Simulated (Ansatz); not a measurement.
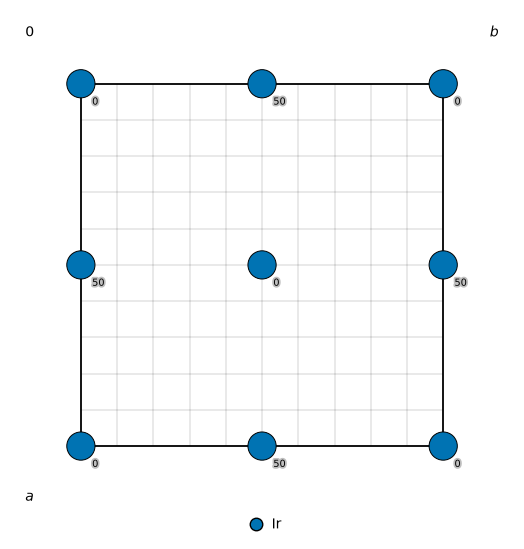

Plan of a unit cell projected along c (a down the page, b across); the numbers are heights in hundredths of c, and atoms on the cell's edges are repeated. The grid marks tenths of a and b. Source: the input geometry of an electronic-structure calculation (not necessarily at equilibrium). All values are computed from the atomic coordinates in the standard setting (tolerance 0.002 Å).

a = 3.840 Å, b = 3.840 Å, c = 3.840 Å, α = 90.00°, β = 90.00°, γ = 90.00°.

> What does the cell contain?

4 Ir: Ir, Z = 4.

> Which space group?

Fm-3m, No. 225, face-centred cubic.

> Give the independent sites, coordinates to two places.

```csv
atom,site,symmetry,x,y,z
Ir,4a,m-3m,0.00,0.00,0.00
```
